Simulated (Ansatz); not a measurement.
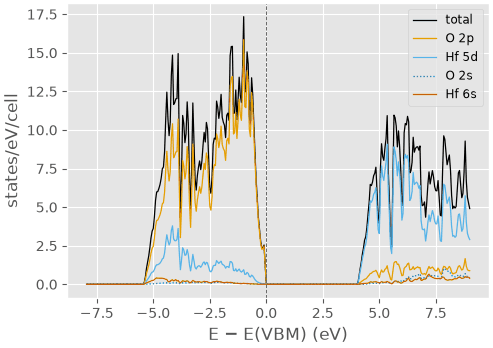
*Total and projected density of states of HfO2 in space group P2_1/c (No. 14; Hf on 4e, O on 4e, O on 4e), the program Ansatz at the PBE level (PAW)*

**Question.** Which orbitals carry the states next to the gap?

**Answer.** Top 1 eV of the valence band: O 2p 93 %. Bottom 1 eV of the conduction band: Hf 5d 83 %, O 2p 12 %. Projections are on Löwdin-orthogonalised atomic valence shells; empty p or d shells of many metals are not among them.

**Question.** Where is the tallest occupied peak in this window, and what makes it?

**Answer.** Near -1.0 eV, about 17 states/eV per cell; the largest projected share is O 2p.

The PBE relaxation kept the symmetry of its start. The run is not spin-polarised. Scalar-relativistic: spin–orbit coupling is off unless named, which matters more the heavier the elements.

Potentials: the earlier of the program's two PAW sets.
